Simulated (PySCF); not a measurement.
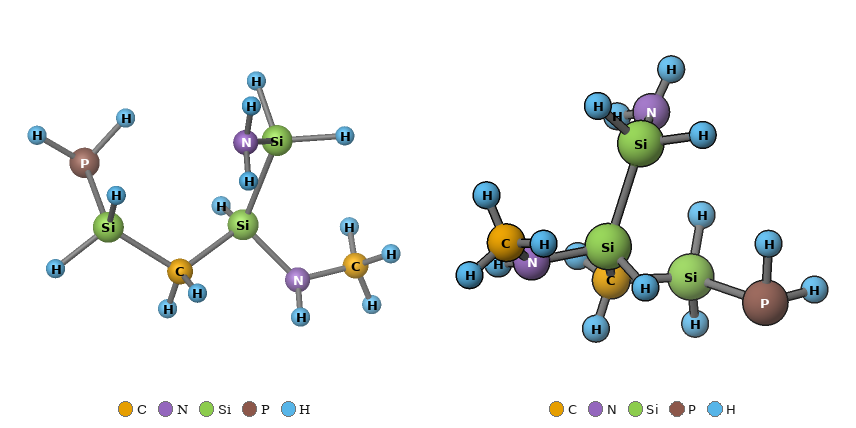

The same structure drawn twice, from different directions.

The geometry was computed by an optimisation with GFN2-xTB. No frequency run is at hand to confirm it as a minimum.

Question: Give the formula.

Answer: C₂H₁₅N₂PSi₃, 23 atoms: 2 carbon, 15 hydrogen, 2 nitrogen, 1 phosphorus and 3 silicon.

Question: What is its SMILES?

Answer: CN[Si@@H](C[SiH2]P)[SiH2]N

The parts below concern this one geometry. Atoms keep their numbers from picture to picture.

### Geometry

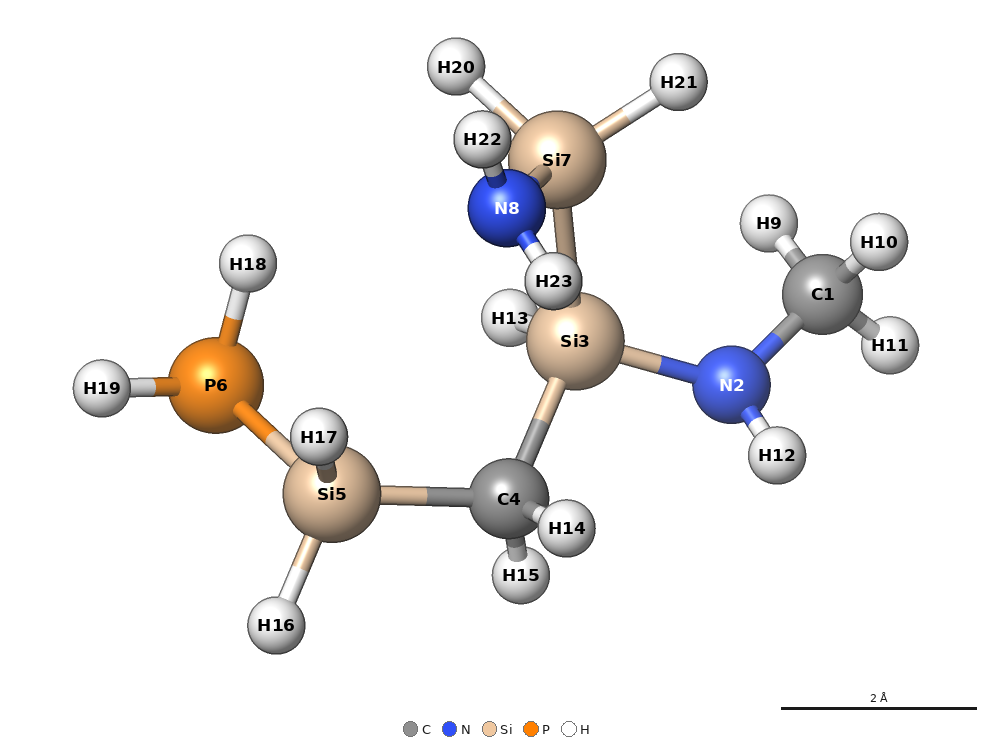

No frequency run is at hand to confirm it as a minimum.

What are the angles C1–N2–Si3, N2–Si3–Si7, Si3–N2–H12, Si3–C4–Si5, Si3–Si7–H20, C4–Si3–Si7, C4–Si3–H13, Si5–C4–H14, Si5–P6–H19, P6–Si5–H16, Si7–N8–H22, N8–Si7–H20?

```csv
angle,degrees
C1–N2–Si3,122.8
N2–Si3–Si7,115.9
Si3–N2–H12,119.1
Si3–C4–Si5,115.4
Si3–Si7–H20,115.3
C4–Si3–Si7,115.4
C4–Si3–H13,108.3
Si5–C4–H14,108.2
Si5–P6–H19,94.4
P6–Si5–H16,105.9
Si7–N8–H22,118.8
N8–Si7–H20,102.6
```

### Dipole moment

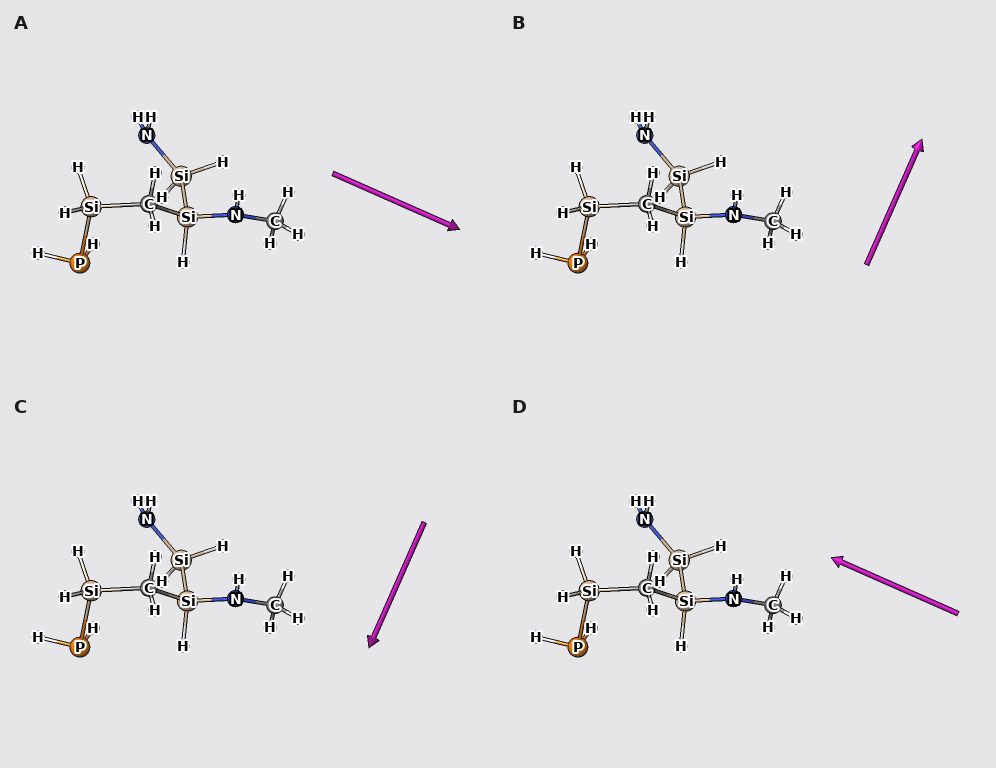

The same molecule four times, each with an arrow. No frequency run is at hand to confirm it as a minimum. Properties computed with PBE0/pcSseg-1, gas phase (PySCF 2.14.0).

Question: Which arrow points along the dipole moment, from the negative to the positive end?

Answer: B. The dipole moment is 3.23 D.

### NMR shielding

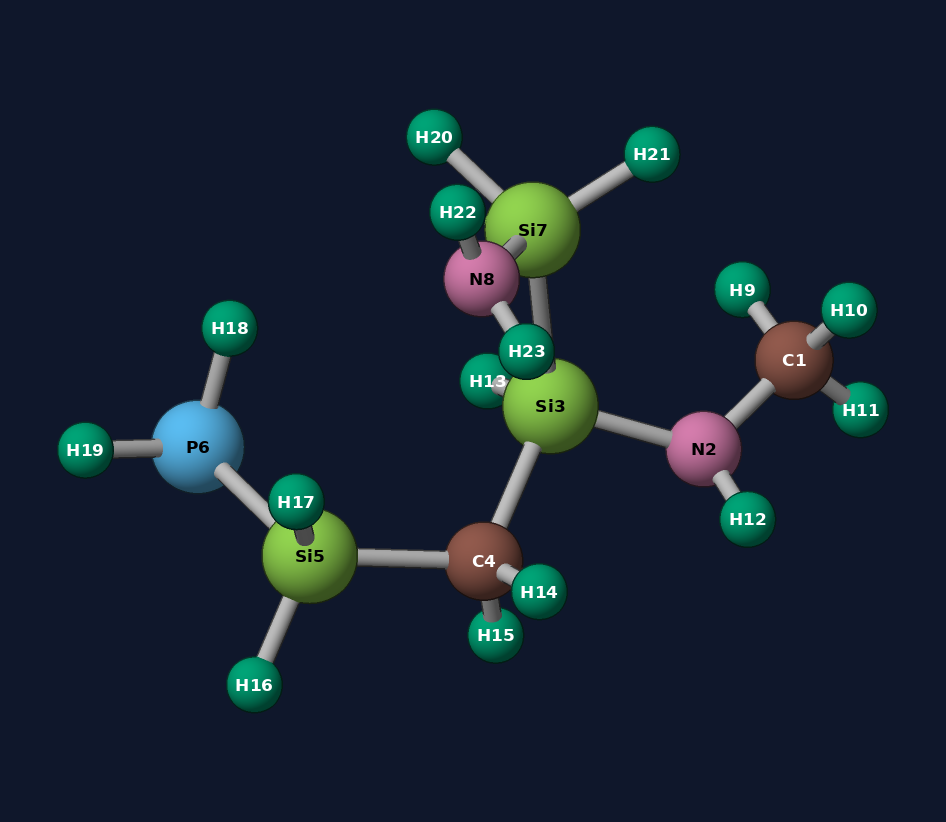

No frequency run is at hand to confirm it as a minimum. Level of theory: GIAO PBE0/pcSseg-1 NMR shielding, non-relativistic, gas phase (PySCF 2.14.0). Principal shieldings σ11 ≤ σ22 ≤ σ33, span Ω = σ33 − σ11, skew κ = 3(σiso − σ22)/Ω.

Question: Which C atom has the most anisotropic shielding?

Answer: C1, with a span of 56 ppm.

Give the shielding tensors of the C atoms.

```json
{"atom": "C1", "σ11": "130.9", "σ22": "144.3", "σ33": "186.5", "σiso": "153.9", "Ω": "55.7", "κ": "0.52"}
{"atom": "C4", "σ11": "184.3", "σ22": "192.9", "σ33": "201.6", "σiso": "192.9", "Ω": "17.3", "κ": "0.00"}
```

Shieldings and span in ppm.

### Charges

The questions are on ESP-fitted charges. No frequency run is at hand to confirm it as a minimum. Method: PBE0/pcSseg-1, gas phase (PySCF 2.14.0).

Give the ESP-fitted charges atom by atom.

```csv
atom,value (e)
C1,−0.15
N2,−0.61
Si3,0.53
C4,−0.66
Si5,0.59
P6,−0.40
Si7,0.49
N8,−0.96
H9,0.09
H10,0.07
H11,0.09
H12,0.32
H13,−0.12
H14,0.17
H15,0.17
H16,−0.12
H17,−0.18
H18,0.10
H19,0.12
H20,−0.12
H21,−0.16
H22,0.38
H23,0.36
```

The geometry is semi-empirical. Around P, Si such bond lengths and angles can be off by a tenth of an ångström or more and by several degrees, and values that hang on the shape move with them.
